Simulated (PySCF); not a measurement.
# Au2: the cost of one run

The runs use PySCF 2.14.0, with density-fitted response routines of our own; the level of theory stands in each step. All values are computed, except where a source is named. Atoms are numbered from 0 throughout.

## Step 1: The molecule as given

2 atoms, charge 0, multiplicity 1; geometry from: GFN2-xTB.

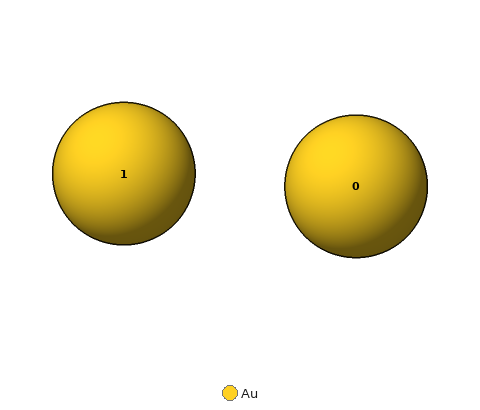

The starting geometry (gold amber), atoms numbered.

## Step 2: Geometry optimisation at PBE0-D3(BJ)/def2-TZVP

Job settings and geometry (Å):

```
{"job": {"xc": "PBE0", "basis": "def2-TZVP", "d3": "d3bj", "grid": 2, "kind": "geom"}, "charge": 0, "multiplicity": 1}
Au     0.000000     0.000000     0.000000
Au     0.000000     0.000000     2.496800
```

**Question.** How long does this first job take on 4 threads of Arm Neoverse V1, shared host?

About 6 s.
